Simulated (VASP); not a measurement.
Band structure of AgPt (space group P-6m2). Level of theory: PBEsol GGA, VASP's PBE PAW potentials (set 64) (plane waves; VASP 6.6.1).

Unless said otherwise, spin-orbit coupling is left out, though it shifts the bands of the heavy elements here.

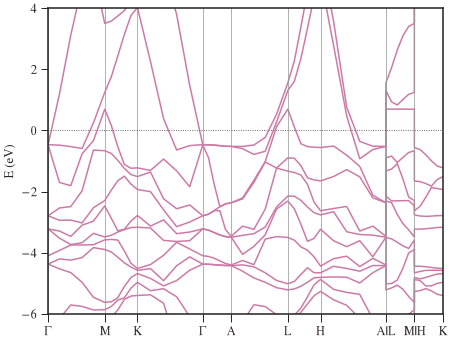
Bands along high-symmetry lines, zero at the valence-band maximum or, without a gap, the Fermi level

Question: Read the plot: is there a gap, and where are the band edges?

Answer: It has no gap at this level: it comes out as a metal or semimetal.

The structure comes from a computed database's AgPt entry (P-6m2); how it stands against other phases isn't given here. The cell was not relaxed at this level. The electron count is odd and the run is not spin-polarised, which forces a metal.
